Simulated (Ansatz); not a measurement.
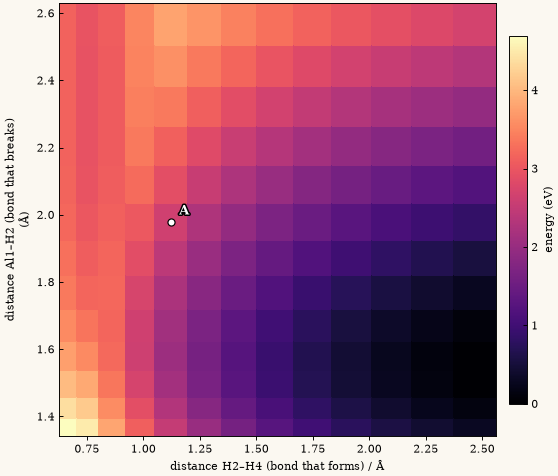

The reacting system AlClH₂O (fragments AlClH₂O where the first distance is long, AlClO + H₂ where the second is long). The first coordinate is: distance H2–H4 (bond that forms); the second: distance Al1–H2 (bond that breaks). Relaxed at each point: all other coordinates. The scan uses a 13 × 13 grid. Points are written as (first, second). All energies are given in eV relative to the lowest grid point. Energies and slopes of some neighbouring points disagree (a jump in structure or state, or too coarse a mesh). The reference is spin-restricted, so regions where a bond is pulled apart into radicals lie too high. These are results of RKS BHLYP-D4/def2-SVP in Ansatz 0.2.0, not measurements.

The picture shows one coloured cell a grid point, the point A.

Q: Is A at rest? If not, where is it pushed?

A: A, at (1.122 Å, 1.980 Å), is not a stationary point. The computed force is 2.7 eV for each Å towards larger values of the first coordinate and 2.2 eV for each Å towards smaller values of the second coordinate.
